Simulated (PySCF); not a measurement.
# C5H6OS (3-methoxythiophene): the cost of one run

Programs: PySCF 2.14.0, with routines of our own; each step states its level. All values are computed. Atoms count from 0.

### 1 The system as given

13 atoms, charge 0, multiplicity 1; geometry from: GFN2-xTB.

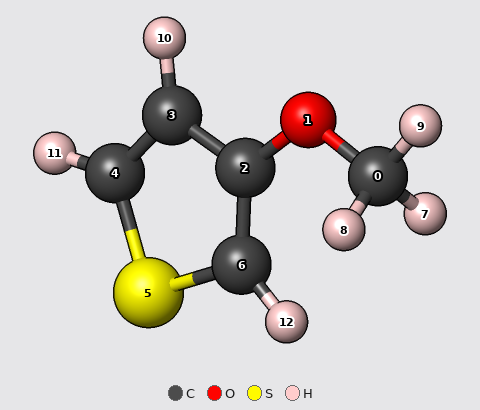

The starting geometry (carbon dark grey, oxygen red, sulfur yellow, hydrogen pink).

### 2 Relaxing the molecule at PBE0-D3(BJ)/def2-SVP

Job settings and geometry (Å):

```
{"job": {"xc": "PBE0", "basis": "def2-SVP", "d3": "d3bj", "grid": 2, "kind": "geom"}, "charge": 0, "multiplicity": 1}
C      2.212403     0.029691    -0.004739
O      1.072326     0.846318    -0.109563
C     -0.133006     0.225919    -0.035332
C     -1.327031     0.999285    -0.114556
C     -2.442100     0.239092    -0.017999
S     -2.077437    -1.429409     0.167609
C     -0.385063    -1.104696     0.115887
H      2.252657    -0.702904    -0.817688
H      2.237300    -0.497674     0.954732
H      3.068669     0.698376    -0.073913
H     -1.317180     2.065721    -0.238680
H     -3.465628     0.554089    -0.043539
H      0.299701    -1.923322     0.200053
```

The run is started by

```console
$ OMP_NUM_THREADS=1 python excited_run.py task.json out
```

This one command runs all jobs of the session in turn.

Q: Estimate the wall time and peak memory of this first job on 1 thread of Intel Xeon Platinum 8488C, shared host.

About 33 s, with a peak of 0.73 GiB.
